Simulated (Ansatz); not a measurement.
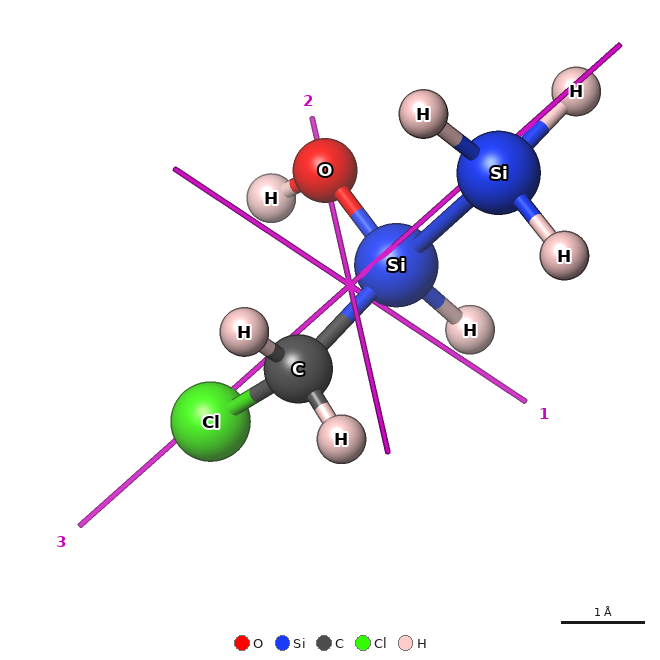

The three principal axes of inertia are drawn and numbered. Depth is shown by fading: the farther an atom, the more it takes the colour of the background. The geometry was computed by an optimisation with PBE0-D4/def2-TZVP. No frequency run is at hand to confirm it as a minimum. Masses are those of the most abundant isotopes; constants are for the rigid equilibrium geometry.

**Which line is the a axis (least moment of inertia), which b and which c?**

a is line 3, b is line 2, c is line 1; the moments are 97.2, 465, 530 u Å².

**What kind of rotor is it, and what are its rotational constants in cm⁻¹?**

An asymmetric top (C1): A = 0.173, B = 0.0363, C = 0.0318 cm⁻¹. Ray's parameter κ is −0.94, close to the prolate limit.
